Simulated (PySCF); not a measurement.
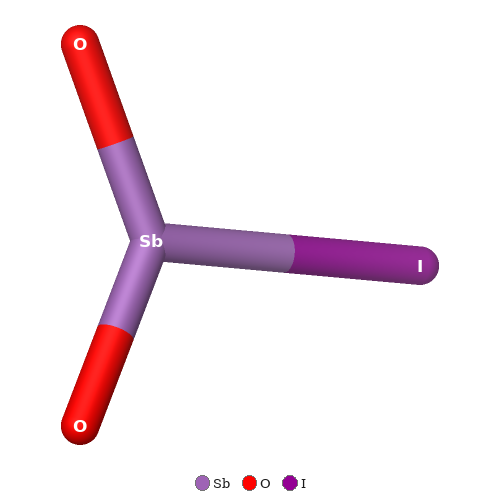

The lowest structure found in a search from several start shapes; its vibrations show a minimum. Charge 0, singlet. Method: RKS-based PBE, Sb def2-SVP with ECP28, O def2-SVP, I def2-SVP with ECP28; scalar-relativistic core potentials; density fitting (PySCF 2.14.0).

Question: Name the molecular shape and give the angles at the centre.

Answer: SbIO2 is trigonal planar (C2v), with angles of 113, 134° at Sb.

Question: Does VSEPR predict this?

Answer: The centre has 3 ligands and 0 lone pairs (AX3), for which VSEPR expects a trigonal planar shape. The calculation agrees.
